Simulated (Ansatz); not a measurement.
```xyz
32

O     3.0954   -0.5470   -1.6388
Si    2.5915   -0.2175   -0.0681
O     3.0905   -1.4653    0.9431
O     3.3048    1.2162    0.4474
C     0.7232   -0.0616   -0.0188
C     0.2573    1.0694   -0.9731
C    -1.2785    1.1973   -0.9313
C    -1.9149   -0.1353   -1.3735
C    -1.4716   -1.2636   -0.4214
C    -1.9184   -0.9292    1.0156
C    -1.2819    0.4024    1.4607
C    -1.7255    1.5287    0.5062
C     0.2540    0.2738    1.4215
C     0.0641   -1.3942   -0.4625
H     3.6443   -1.3473   -1.7063
H     3.7454   -1.1835    1.6050
H     3.9081    1.6027   -0.2106
H     0.7303    2.0301   -0.6740
H     0.5951    0.8512   -2.0097
H    -1.5987    2.0101   -1.6186
H    -3.0235   -0.0482   -1.3731
H    -1.6106   -0.3751   -2.4156
H    -1.9309   -2.2240   -0.7411
H    -1.6166   -1.7453    1.7077
H    -3.0270   -0.8581    1.0644
H    -1.6045    0.6424    2.4969
H    -2.8302    1.6495    0.5449
H    -1.2836    2.4966    0.8285
H     0.5901   -0.5232    2.1198
H     0.7263    1.2216    1.7605
H     0.3962   -2.2195    0.2045
H     0.3997   -1.6538   -1.4900
```

Geometry: PBE-D4/def2-SVP; not at a stationary point (largest force 1.0 eV/Å).

The calculation used Ansatz 0.2.0, RKS PBE0-D4/def2-TZVP.

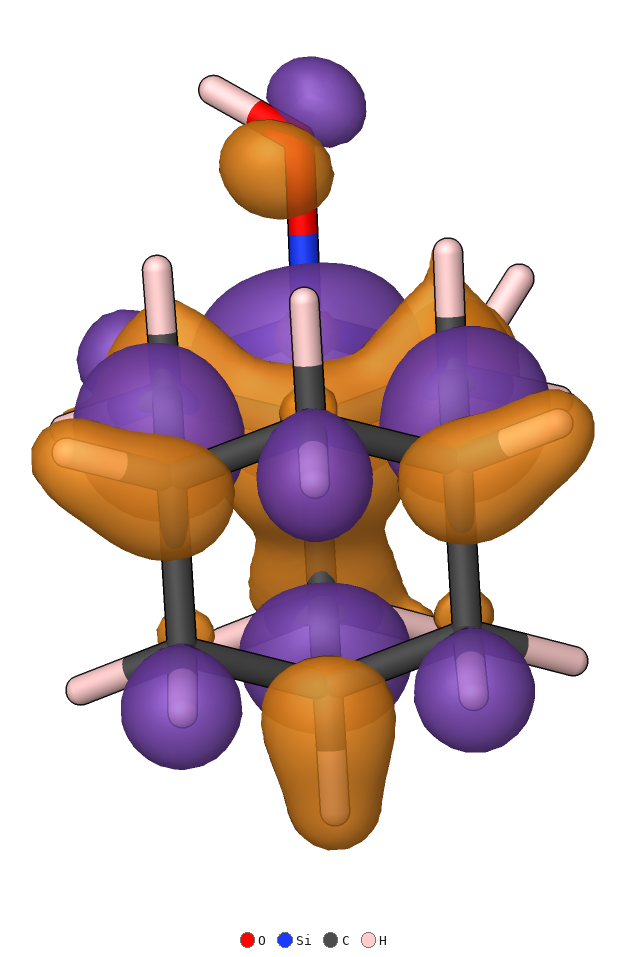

C$_{10}$H$_{18}$O$_{3}$Si. The HOMO at ±0.1 Å⁻³ᐟ² (orange and purple are the two phases), seen at an oblique angle.

Q: Describe this orbital and give its energy.

A: Its weight (Hirshfeld) is mainly on C5 (about 20 %), Si2 (about 10 %), C6 (about 5 %), C14 (about 5 %), C13 (about 5 %), C9 (about 5 %), C11 (about 5 %) and C7 (about 5 %). Its energy is −7.13 eV.
